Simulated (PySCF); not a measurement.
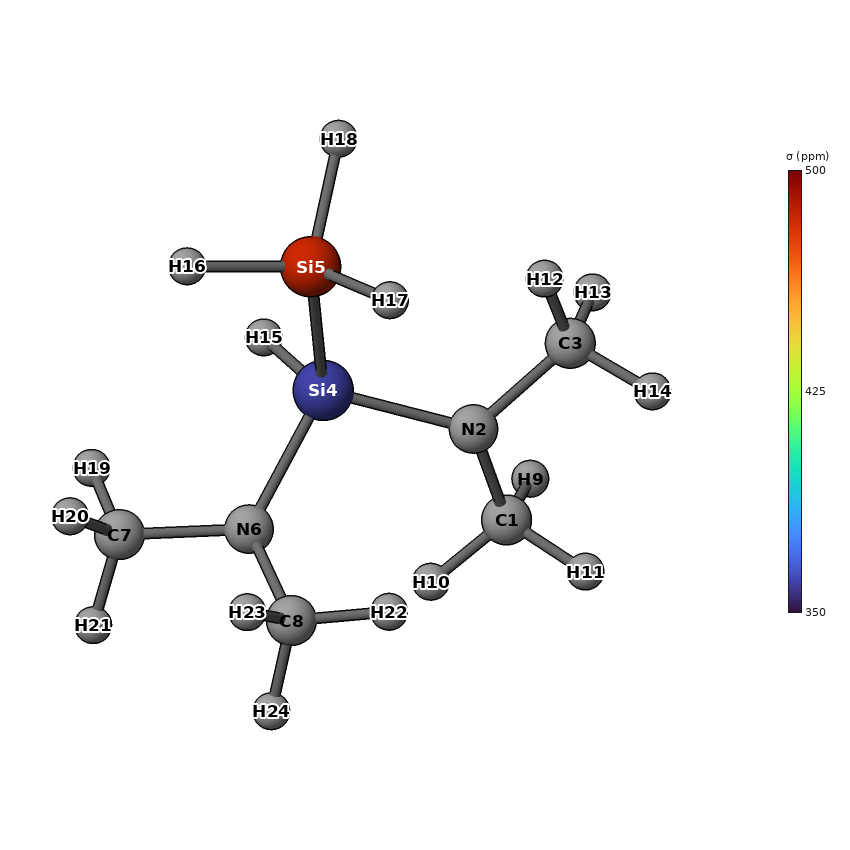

Atoms are coloured by their isotropic NMR shieldings (Si only, the others grey). The geometry was computed by an optimisation with GFN2-xTB. No frequency run is at hand to confirm it as a minimum. Method: GIAO PBE0/pcSseg-1 NMR shielding, non-relativistic, gas phase (PySCF 2.14.0).

List the isotropic NMR shieldings of the Si atoms.

```
atom  σ (ppm)
 Si4    360.5
 Si5    483.7
```

The geometry is semi-empirical. Around Si such bond lengths and angles can be off by a tenth of an ångström or more and by several degrees, and values that hang on the shape move with them.
